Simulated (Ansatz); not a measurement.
**FH2Si···HF (doublet): density, localisation and related maps**

Input

```
crystal:
  periodic: [false, false, false]
  atoms:
    - { symbol: Si, position_ang: [-0.008051, 0.0, -0.067313] }
    - { symbol: H, position_ang: [0.026377, 0.0, 1.406977] }
    - { symbol: F, position_ang: [1.516274, 0.0, -0.610319] }
    - { symbol: H, position_ang: [-0.695368, 1.226624, -0.554555] }
    - { symbol: H, position_ang: [-0.695368, -1.226624, -0.554555] }
    - { symbol: F, position_ang: [-0.019864, 0.0, 3.517865] }
magnetization:
  spin_polarized: true
  initial_magnetization: 1
basis:
  gaussian: { orbitals: def2-SVP }
hamiltonian:
  xc: pbe0
  dispersion: d4
relax:
  f_tol: 0.03
  max_steps: 50
output:
  orbitals: {}
```

Command:

```sh
ansatz run input.yaml --threads 1 --pin off --max-ram 2048MiB --backend cpu --events-out ev --progress --plain --runs-dir out
```

The fields are those of the run's last geometry, not of the input's.

Theory: UKS PBE0-D4/def2-SVP in Ansatz 0.2.0.

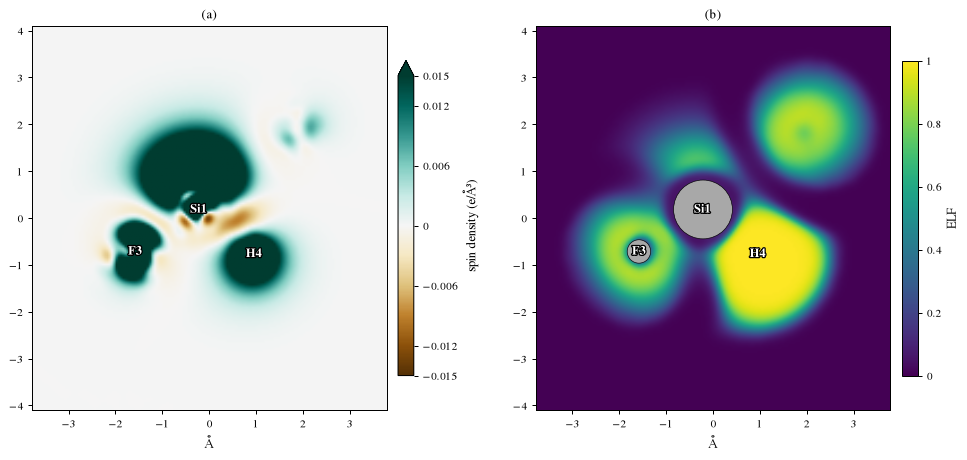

Figure 1. (a) spin density; (b) ELF on the plane of atoms F3, Si1 and H4. Grey discs cover the atomic cores in the ELF map.

### Read the bonding off the picture.

Atoms in the plane: Si, F and H.
Si–F (1.63 Å): the ELF peaks at about 0.85 in the valence shell of F, 0.6 Å from its nucleus, and is about 0.50 at the midpoint.
Si–H (1.49 Å): the ELF climbs to about 1 towards the hydrogen, as it does in any bond to H.
The ELF also peaks beside F3 and F6, away from the bonds: non-bonding electrons, paired or unpaired.
The unpaired spin (1 electron) lies mostly on Si1 (about 0.8) and F3 (about 0.1), in electrons by Hirshfeld's partition.

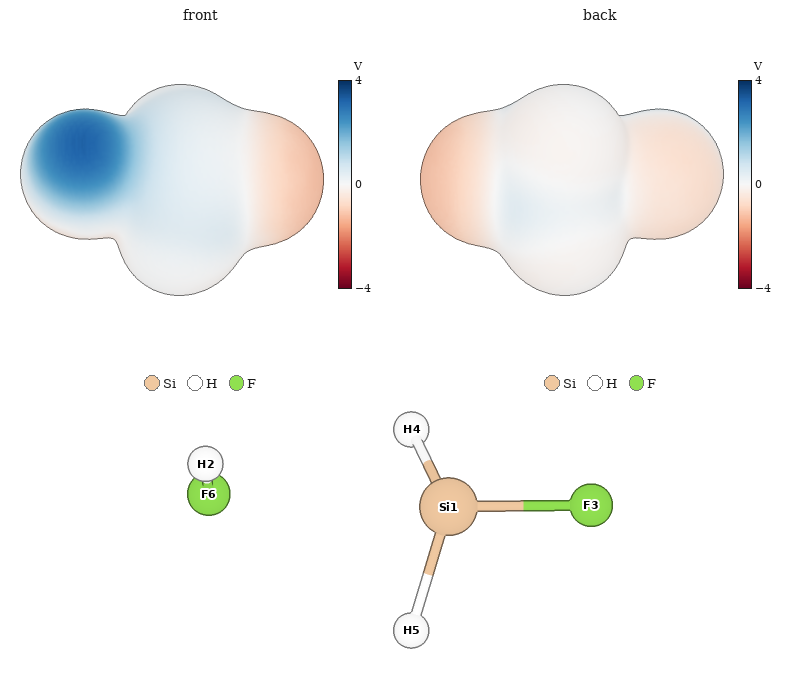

Figure 2. The molecular electrostatic potential painted on the density surface at 0.001 e/bohr³, seen from the front and from behind; the colour scale runs from red (negative) to blue (positive). The bare structure is drawn below in the same view.

### Which sites attract a positive test charge, and which a negative one?

A positive charge is drawn to the negative regions and a negative charge to the positive ones. The most negative region (about −1.2 V) lies over F3, the most positive (about +3.2 V) over H2.

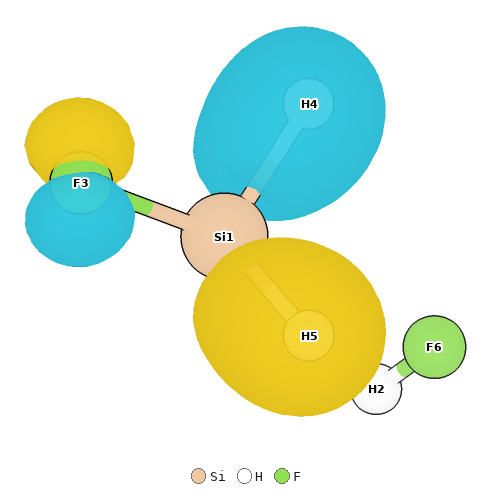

Figure 3. The HOMO (β) at ±0.2 Å⁻³ᐟ² (yellow and cyan are the two phases), seen at an oblique angle.

### What is the character of this orbital?

It lies mainly on Si1 (about 35 %), H4 (about 25 %), H5 (about 25 %) and F3 (about 15 %). Its energy is −9.30 eV.
